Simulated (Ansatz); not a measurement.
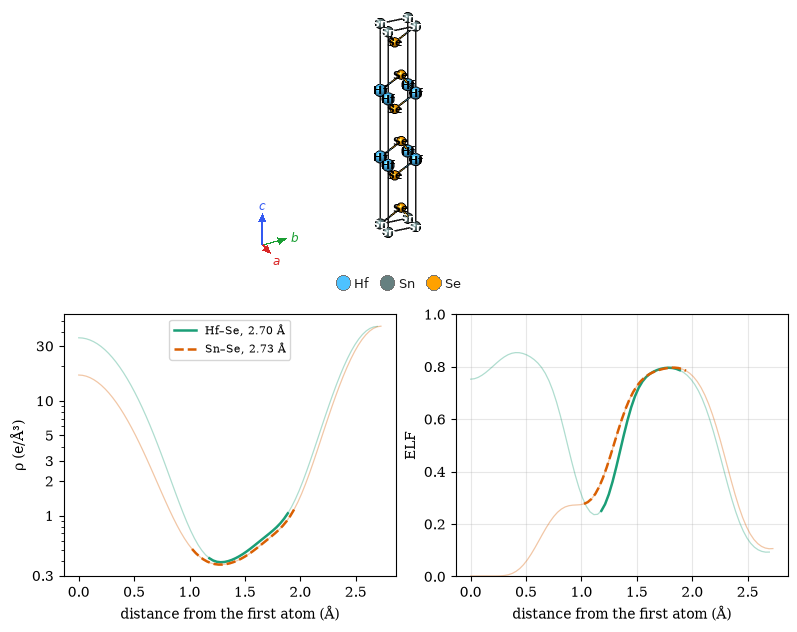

Figure 1: Hf₂SnSe₆. Valence charge density (pseudo) and electron localisation function along straight lines between neighbouring atoms. Thin, pale parts lie inside the atomic spheres. The structure is drawn too.

Space group P-3m1; a structure generated by program, which may or may not match a known phase.

Computed with DFT PBE, scalar-relativistic, plane waves, PAW in Ansatz 0.2.0.

In a PAW calculation such maps are meaningful between the atoms, not at the nuclei.

Q: What can be read from the curves?

A: Hf–Se (2.70 Å): the density is about 0.4 e/Å³ at the midpoint; the ELF is about 0.50 at the midpoint.
Sn–Se (2.73 Å): ρ is about 0.38 e/Å³ halfway; the ELF is about 0.60 at the midpoint.
